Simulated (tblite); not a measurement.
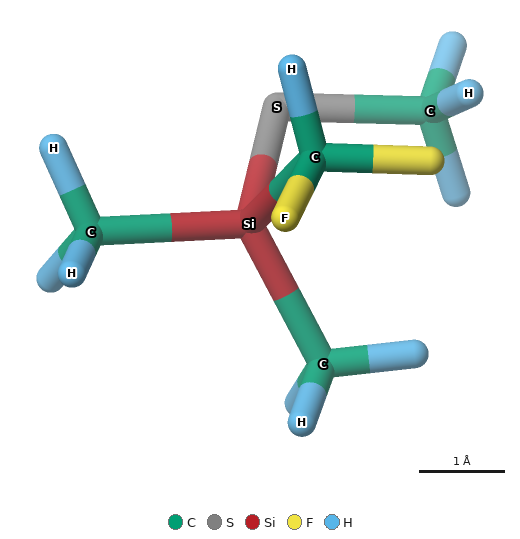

Fig. 1: The input geometry (stick view, seen at a tilt). Bond lengths as drawn: C–F 1.36 to 1.37 Å, C–H 1.08 to 1.10 Å, C–S 1.83 Å, C–Si 1.89 to 1.96 Å and S–Si 2.16 Å.

## Nudged elastic band of C₄H₁₀F₂SSi

C₄H₁₀F₂SSi, SMILES CS[Si](C)(C)C(F)F, computed with GFN2-xTB climbing-image nudged elastic band, gas phase (tblite 0.8.0).

## The input
```
{"job": {"xc": "GFN2-xTB", "basis": "xTB", "kind": "neb"}, "charge": 0, "multiplicity": 1}
C      1.083993    -2.438901    -0.110255
S      0.894020    -1.159380    -1.397664
Si    -0.175428     0.383268    -0.326178
C     -0.483566     1.797970    -1.544864
C     -1.710536    -0.273520     0.581532
C      1.024027     1.064744     1.059883
F      0.495008     2.178521     1.639557
F      1.169352     0.155526     2.069305
H      1.540269    -2.011746     0.775568
H      1.730603    -3.201256    -0.530891
H      0.113201    -2.863326     0.122403
H     -0.811850     2.692290    -1.024934
H      0.415133     2.042791    -2.103411
H     -1.250133     1.525725    -2.262586
H     -1.435728    -0.971445     1.369450
H     -2.259844     0.541022     1.045794
H     -2.384709    -0.785100    -0.100325
H      2.037428     1.329135     0.725958
```

The first line tells a small driver script what to run in tblite; the rest is the geometry in Å.

Command:
```bash
OMP_NUM_THREADS=1 python <driver script> task.json out
```

## The program's output
```
image   E - E0 / eV
  0       0.0000
  1       0.0535
  2       0.0732
  3       0.0612
  4       0.0499
  5       0.0260
  6       0.0000
```

## Results in brief

```tsv
quantity	value
outcome	converged
forward barrier	0.073 eV
hardware	1 CPU thread, shared host
wall time	1.9 s
peak memory	0.19 GiB
```
